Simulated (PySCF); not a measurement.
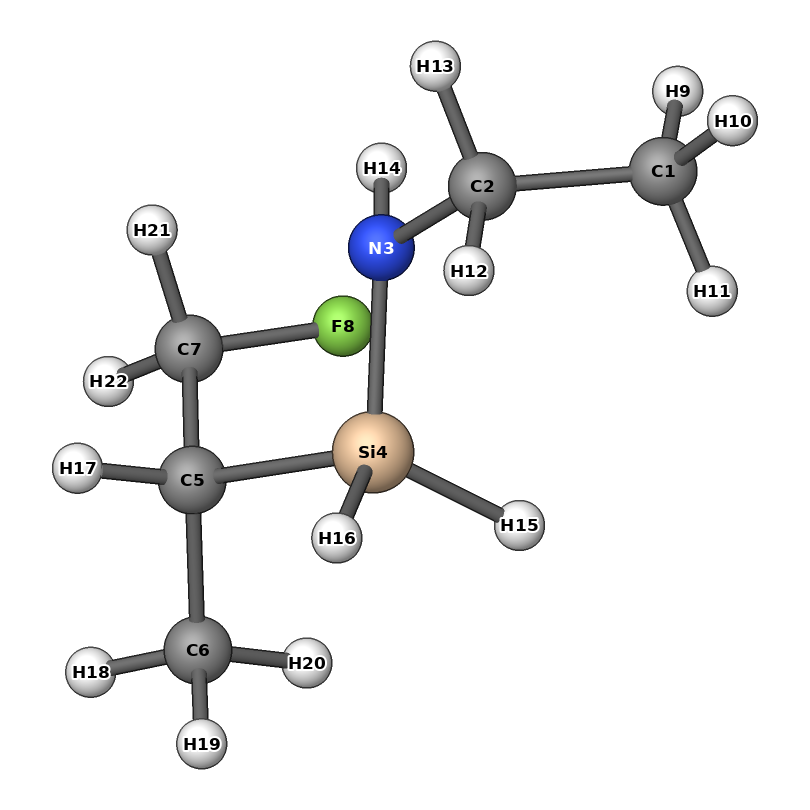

The questions are on isotropic NMR shieldings of the H atoms. The computed structure is the end point of a GFN2-xTB optimisation. No frequency run is at hand to confirm it as a minimum. Method: GIAO PBE0/pcSseg-1 NMR shielding, non-relativistic, gas phase (PySCF 2.14.0).

Give the isotropic NMR shieldings of the H atoms atom by atom.

```json
{"atom": "H9", "σ (ppm)": "30.78"}
{"atom": "H10", "σ (ppm)": "30.65"}
{"atom": "H11", "σ (ppm)": "30.38"}
{"atom": "H12", "σ (ppm)": "28.91"}
{"atom": "H13", "σ (ppm)": "28.49"}
{"atom": "H14", "σ (ppm)": "31.54"}
{"atom": "H15", "σ (ppm)": "26.83"}
{"atom": "H16", "σ (ppm)": "27.22"}
{"atom": "H17", "σ (ppm)": "30.63"}
{"atom": "H18", "σ (ppm)": "30.56"}
{"atom": "H19", "σ (ppm)": "30.74"}
{"atom": "H20", "σ (ppm)": "30.29"}
{"atom": "H21", "σ (ppm)": "26.79"}
{"atom": "H22", "σ (ppm)": "26.93"}
```

The geometry is semi-empirical. Around Si such bond lengths and angles can be off by a tenth of an ångström or more and by several degrees, and values that hang on the shape move with them.
